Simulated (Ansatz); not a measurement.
# Tunnelling decay and corrugation (reconstruction): Cr(100)-(3x1) missing row; Ir(110) with every second atom of each close-packed row removed; and others

A simple barrier model says that the current falls as exp(−2κz) with κ = 0.512 √φ (Å⁻¹, φ in eV). How well does that hold over real surfaces, and how fast does atomic contrast fade as the tip draws back?

How it was computed: Ansatz 0.2.0, plane waves with PAW datasets (its set soft_2), functional as listed; relaxed slabs, Tersoff-Hamann images of the filled states within the window listed under the Fermi level. κ is fitted to the planar mean between 3 and 5 Å over the top atom; the model's barrier is the work function plus half the window. A setpoint is the mean density at the height named.

The runs side by side:

| surface | functional | work function (eV) | window (eV) | κ, model (Å⁻¹) | κ, fitted (Å⁻¹) | near setpoint (Å): corrugation (Å) | far setpoint (Å): corrugation (Å) |
| --- | --- | --- | --- | --- | --- | --- | --- |
| Cr(100)-(3x1) missing row | PBE-D3(BJ) | 3.73 | 0.20 | 1.00 | 0.97 | 3: 1.582 | 5: 0.977 |
| Pb(110)-(1x2) missing row | r2SCAN | 3.75 | 0.40 | 1.02 | 1.13 | 3: 1.709 | 4.5: 1.093 |
| Ni(110) with every second atom of each close-packed row removed | PBE | 4.36 | 0.40 | 1.09 | 1.14 | 3: 0.699 | 5: 0.272 |
| Cu(100)-(2x1) missing row | LDA | 4.66 | 0.50 | 1.13 | 1.25 | 3: 0.677 | 4.5: 0.391 |
| Rh(100)-(3x1) missing row | PBE-D3(BJ) | 4.80 | 0.50 | 1.15 | 1.23 | 3: 1.193 | 5: 0.557 |
| Ir(110) with every third atom of each close-packed row removed | PBE | 4.84 | 0.40 | 1.15 | 1.23 | 3: 1.051 | 5: 0.713 |
| Pd(110)-(1x3) missing row | PBEsol | 4.99 | 0.20 | 1.16 | 1.30 | 3: 1.601 | 5: 1.188 |
| Rh(110)-(2x1)-S added row | PBE-D3(BJ) | 5.03 | 0.40 | 1.17 | 1.36 | 3: 1.491 | 4.5: 0.935 |
| Ir(110)-(2x1)-S added row | LDA | 5.11 | 0.20 | 1.17 | 1.39 | 3: 1.243 | 4.5: 0.767 |
| Ir(110) with every second atom of each close-packed row removed | LDA | 5.17 | 0.40 | 1.19 | 1.29 | 3: 0.680 | 5: 0.335 |

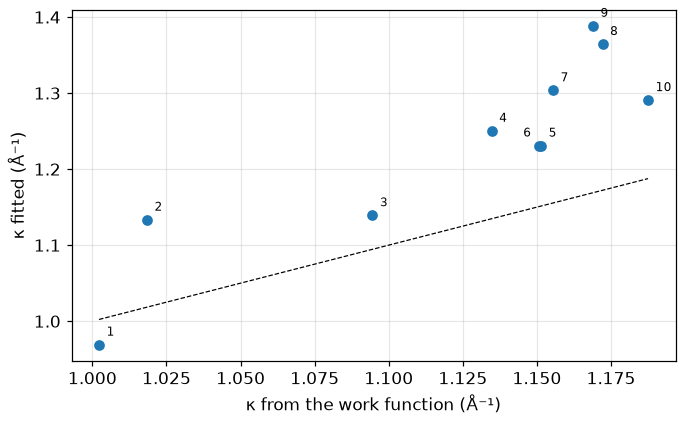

Fitted against model decay constants; points are numbered as the table's rows, and the dashed line marks equality.

What this shows: The fitted κ is 0.97 to 1.19 times the model's, and larger in 9 of 10. Momentum along the surface adds to κ² and raises it, while a barrier that has not reached its full height this near the surface lowers it. Worked for Cr(100)-(3x1) missing row: 0.512 × √(3.73 + 0.10) = 1.00 Å⁻¹; with the fitted 0.97 Å⁻¹ the current falls by exp(2 × 0.97) = 7.0 per Å. Where it is still over 0.005 Å at the far setpoint (10 rows), the corrugation falls by a factor of 1.2 to 1.6 per Å.

What the numbers leave out: The model has an s-wave tip and no forces between tip and sample. Semilocal potentials reach the vacuum level too fast, without an image tail. The surfaces are built from prototypes and need not be the stable ones; functionals, windows and heights differ between rows (the narrowest window from 0.2 eV on is taken, and runs with charge in the vacuum are left out), and rows with Cr, Mn, Fe, Co, Ni or Gd rest on one magnetic start or none. The table is a selection: not every member that was run is listed.
